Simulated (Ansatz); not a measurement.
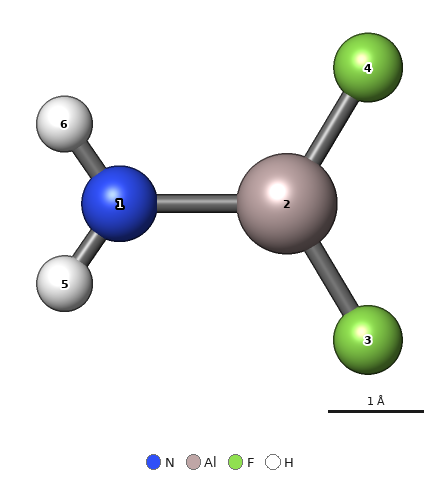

**Figure 1.** The structure as given in the input (ball-and-stick view, seen on its broad side; atoms are numbered from 1 in the order of the input). Sticks mark near contacts.

**Geometry relaxation, with input and output: AlNH$_{2}$F$_{2}$**

- system: AlNH$_{2}$F$_{2}$, SMILES [NH2][Al]([F])[F]
- method: RKS PBE0-D4/def2-TZVP (Ansatz 0.2.0)

The geometry: PBE-D4/def2-SVP start. Figures and captions count atoms from 1; the log counts them from 0 in places.

### Output
```
Functional definition: PBE0
  name "PBE0"
  cite "Adamo & Barone, J. Chem. Phys. 110, 6158 (1999) doi:10.1063/1.478522"
  cite "Perdew, Burke & Ernzerhof, Phys. Rev. Lett. 77, 3865 (1996) doi:10.1103/PhysRevLett.77.3865"
  parent pbe
  parameter a = 0.25
  parameter kappa = 0.804
  parameter beta = 0.06672455060314922
  exchange = (1 - a)*pbe_x(kappa = kappa, mu = beta*pi^2/3) + a*exact_x
  correlation = pbe_c(beta = beta)
834 factors; their error is unknown
mean field evaluation 1: about -13541.9810 eV, gradient 7.7e1 eV
mean field evaluation 2: about -13527.6909 eV, gradient 1.1e2 eV
mean field evaluation 4: about -13551.8005 eV, gradient 2.3e0 eV
mean field evaluation 8: about -13551.8130 eV, gradient 1.3e-2 eV
mean field evaluation 16: about -13551.8488 eV, gradient 1.2e-5 eV
mean field -13551.84883331 eV, -498.0212588510 hartree, gradient 1.2e-5 eV, S^2 0.000000; 0 other end points of the search recorded, 0 dependent functions left out
the calculation of the forces begins
reference -13551.84886275 eV, -498.0212599329 hartree; 20, 20 occupied and 122, 122 virtual orbitals, 834 factors
relax step   1: F+E_penalty+E_count = -13551.91989526 eV  Δ(F+E_penalty+E_count) = +0.000e0 eV  max|allowed force component| = 6.637e-1 eV/Å  Δτ_max = 0.0000 Å  (26 SCF iters, accepted)
these checks for a lower state are left out or cut short: starts, cluster_reference, orbital_swaps, neighbouring_geometries, increment
834 factors; their error is unknown
mean field -13551.87815808 eV, -498.0223365166 hartree, gradient 7.7e-6 eV, S^2 0.000000; 0 other end points of the search recorded, 0 dependent functions left out
the calculation of the forces begins
reference -13551.87818748 eV, -498.0223375970 hartree; 20, 20 occupied and 122, 122 virtual orbitals, 834 factors
relax step   2: F+E_penalty+E_count = -13551.94952417 eV  Δ(F+E_penalty+E_count) = -2.963e-2 eV  max|allowed force component| = 3.938e-1 eV/Å  Δτ_max = 0.0157 Å  (29 SCF iters, accepted)
these checks for a lower state are left out or cut short: starts, cluster_reference, orbital_swaps, neighbouring_geometries, increment
834 factors; their error is unknown
mean field -13551.88754265 eV, -498.0226813931 hartree, gradient 7.7e-6 eV, S^2 0.000000; 0 other end points of the search recorded, 0 dependent functions left out
the calculation of the forces begins
reference -13551.88757211 eV, -498.0226824758 hartree; 20, 20 occupied and 122, 122 virtual orbitals, 834 factors
relax step   3: F+E_penalty+E_count = -13551.95920517 eV  Δ(F+E_penalty+E_count) = -9.681e-3 eV  max|allowed force component| = 2.001e-2 eV/Å  Δτ_max = 0.0184 Å  (29 SCF iters, accepted)
these checks for a lower state are left out or cut short: starts, cluster_reference, orbital_swaps, neighbouring_geometries, increment
834 factors; their error is unknown
mean field evaluation 32: about -13551.8467 eV, gradient 3.5e-1 eV
mean field -13551.88751258 eV, -498.0226802882 hartree, gradient 7.8e-6 eV, S^2 0.000000; 0 other end points of the search recorded, 0 dependent functions left out
the calculation of the forces begins
reference -13551.88754203 eV, -498.0226813703 hartree; 20, 20 occupied and 122, 122 virtual orbitals, 834 factors
relax step   4: F+E_penalty+E_count = -13551.95915776 eV  Δ(F+E_penalty+E_count) = +4.740e-5 eV  max|allowed force component| = 7.295e-2 eV/Å  Δτ_max = 0.0038 Å  (29 SCF iters, rejected (line search))
these checks for a lower state are left out or cut short: starts, cluster_reference, orbital_swaps, neighbouring_geometries, increment
834 factors; their error is unknown
mean field -13551.88760254 eV, -498.0226835939 hartree, gradient 7.8e-6 eV, S^2 0.000000; 0 other end points of the search recorded, 0 dependent functions left out
the calculation of the forces begins
reference -13551.88763199 eV, -498.0226846763 hartree; 20, 20 occupied and 122, 122 virtual orbitals, 834 factors
relax step   5: F+E_penalty+E_count = -13551.95925328 eV  Δ(F+E_penalty+E_count) = -4.812e-5 eV  max|allowed force component| = 3.556e-3 eV/Å  Δτ_max = 0.0019 Å  (30 SCF iters, accepted)
834 factors; their error is unknown
mean field evaluation 64: about -13551.8876 eV, gradient 1.2e-5 eV
```

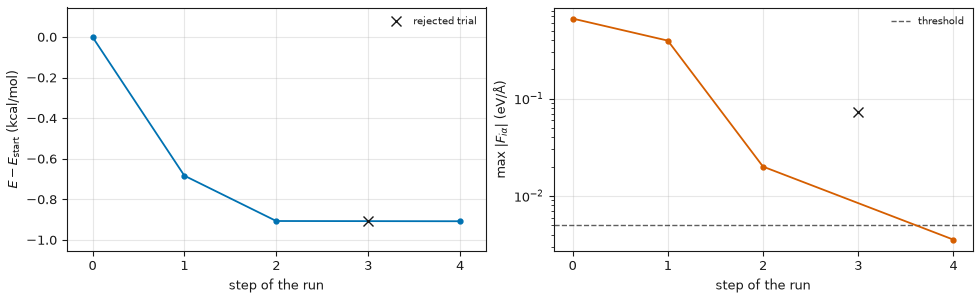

**Figure 2.** Progress of the relaxation, step by step (the first geometry is step 0 here and step 1 in the log).

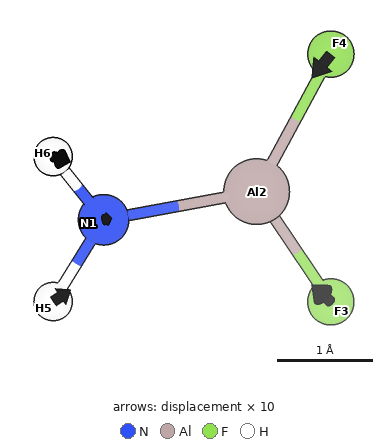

**Figure 3.** The starting structure with the displacements as black arrows, magnified 10 times (ball-and-stick view, seen at a tilt). The two geometries are laid on each other by the best rigid fit. Over 4 geometry steps the energy falls by 0.91 kcal/mol. Largest force component: 0.66 eV/Å at the start, 0.0036 eV/Å at the end. The line search rejected the trial step at point 3 (counted from 0) and went back. The largest moves after the best rigid fit, 0.033 Å, are those of F3 and F4. By element the largest moves are F 0.033 Å, H 0.024 Å, N 0.010 Å, Al 0.006 Å. Among the contacts that change: Al2–F3 1.669 → 1.640 Å, N1–Al2 1.762 → 1.745 Å, N1–H5 1.021 → 1.006 Å. (Atoms are counted from 1 in the order of the input.)

```
mean field -13551.88760254 eV, -498.0226835939 hartree, gradient 3.3e-5 eV, S^2 0.000000; 1 other end points of the search recorded, 0 dependent functions left out
the calculation of the forces begins
reference -13551.88763199 eV, -498.0226846763 hartree; 20, 20 occupied and 122, 122 virtual orbitals, 834 factors
Total energy: -13551.95928274 eV, -498.0253177927 hartree
Atom 0 at    -0.352488     0.868969    -0.156860 Å, force    -0.000726     0.000887     0.000866 eV/Å
Atom 1 at     0.299535    -0.727036     0.113501 Å, force     0.002740    -0.003556    -0.000664 eV/Å
Atom 2 at     1.455804    -0.977417     1.249152 Å, force     0.001796     0.000931     0.003080 eV/Å
Atom 3 at    -0.230002    -2.007883    -0.763061 Å, force    -0.002571    -0.001222    -0.002300 eV/Å
Atom 4 at    -0.069648     1.692031     0.347645 Å, force    -0.001294     0.001551    -0.001427 eV/Å
Atom 5 at    -1.061201     1.087235    -0.836576 Å, force     0.000055     0.001409     0.000446 eV/Å
Dipole moment:    -0.200730     0.489598    -0.082516 e Å
```

### Trajectory as extended XYZ (Å, eV, eV/Å), 5 frames, from step=1 to step=5
```
6
Properties=species:S:1:pos:R:3:forces:R:3 step=1 energy=-13551.91990
N    -0.3562    0.8783   -0.1589   -0.1070   0.2658  -0.0398
Al    0.3020   -0.7327    0.1141    0.1383  -0.3398   0.0573
F     1.4790   -0.9890    1.2692   -0.5981   0.1309  -0.5860
F    -0.2364   -2.0379   -0.7758    0.2732   0.6637   0.4507
H    -0.0718    1.7142    0.3536   -0.1709  -0.5535  -0.3235
H    -1.0746    1.1030   -0.8484    0.4645  -0.1671   0.4413
6
Properties=species:S:1:pos:R:3:forces:R:3 step=2 energy=-13551.94952
N    -0.3546    0.8741   -0.1580    0.0036  -0.0062   0.0042
Al    0.2999   -0.7280    0.1136    0.1153  -0.2789   0.0456
F     1.4682   -0.9823    1.2602   -0.3544   0.0792  -0.3460
F    -0.2341   -2.0232   -0.7706    0.1597   0.3938   0.2664
H    -0.0720    1.7004    0.3483   -0.0333  -0.1367  -0.0710
H    -1.0653    1.0950   -0.8398    0.1091  -0.0511   0.1008
6
Properties=species:S:1:pos:R:3:forces:R:3 step=3 energy=-13551.95920
N    -0.3524    0.8688   -0.1570   -0.0056   0.0188  -0.0032
Al    0.3005   -0.7262    0.1122   -0.0039  -0.0098   0.0081
F     1.4547   -0.9779    1.2487    0.0200   0.0016   0.0162
F    -0.2297   -2.0077   -0.7617   -0.0090  -0.0158  -0.0186
H    -0.0698    1.6917    0.3480   -0.0016   0.0027  -0.0024
H    -1.0613    1.0872   -0.8364    0.0000   0.0024  -0.0001
6
Properties=species:S:1:pos:R:3:forces:R:3 step=4 energy=-13551.95916 accepted=F
N    -0.3527    0.8694   -0.1567    0.0297  -0.0730   0.0123
Al    0.3005   -0.7285    0.1137   -0.0257   0.0625  -0.0104
F     1.4562   -0.9756    1.2503    0.0045  -0.0087   0.0024
F    -0.2318   -2.0067   -0.7647    0.0031  -0.0095   0.0006
H    -0.0689    1.6917    0.3479   -0.0051   0.0148  -0.0017
H    -1.0612    1.0856   -0.8368   -0.0065   0.0139  -0.0032
6
Properties=species:S:1:pos:R:3:forces:R:3 step=5 energy=-13551.95925
N    -0.3525    0.8690   -0.1569   -0.0007   0.0009   0.0009
Al    0.2995   -0.7270    0.1135    0.0027  -0.0036  -0.0007
F     1.4558   -0.9774    1.2492    0.0018   0.0009   0.0031
F    -0.2300   -2.0079   -0.7631   -0.0026  -0.0012  -0.0023
H    -0.0696    1.6920    0.3476   -0.0013   0.0016  -0.0014
H    -1.0612    1.0872   -0.8366    0.0001   0.0014   0.0004
```

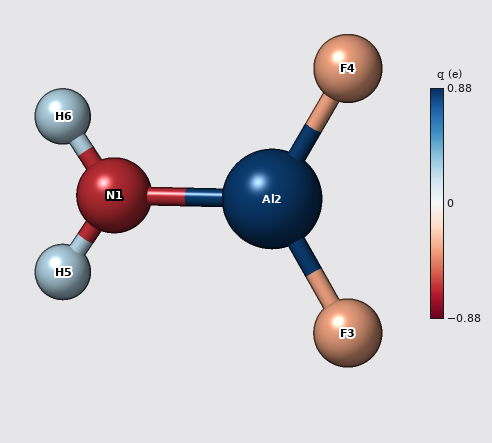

**Figure 4.** Mulliken charges, as the colour of each atom (ball-and-stick view, seen at a tilt; atoms are numbered from 1 in the order of the input). By element: N −0.65, Al +0.84, F −0.34 and H +0.25 e.

This output came from the following input.

### Input
```yaml
crystal:
  periodic: [false, false, false]
  atoms:
    - {symbol: N, position_ang: [-0.356177, 0.878293, -0.158913]}
    - {symbol: Al, position_ang: [0.302020, -0.732734, 0.114120]}
    - {symbol: F, position_ang: [1.479030, -0.988963, 1.269244]}
    - {symbol: F, position_ang: [-0.236410, -2.037868, -0.775811]}
    - {symbol: H, position_ang: [-0.071815, 1.714213, 0.353606]}
    - {symbol: H, position_ang: [-1.074648, 1.102959, -0.848446]}
basis:
  gaussian: {orbitals: def2-TZVP}
hamiltonian: {xc: pbe0, dispersion: d4}
relax: {f_tol: 0.005, max_steps: 150}
```

Launched with:
```bash
ansatz run in.yaml --threads 4 --pin off --events-out ev --progress --plain --max-ram 10444MiB
```

### Key numbers

| quantity | value |
| --- | --- |
| outcome | converged |
| total energy | −13551.9593 eV |
| mean-field energy | −13551.8876 eV |
| dispersion energy | −0.0717 eV |
| SCF solution under orbital rotations | stable |
| largest force (length of the vector) at the end | 0.005 eV/Å |
| dipole moment | 2.57 D |
| hardware | 4 threads of Arm Neoverse V1, 23 GiB of memory available, shared host |
| wall time | 7.5 s (CPU time 26 s) |
| peak memory | 0.24 GiB |
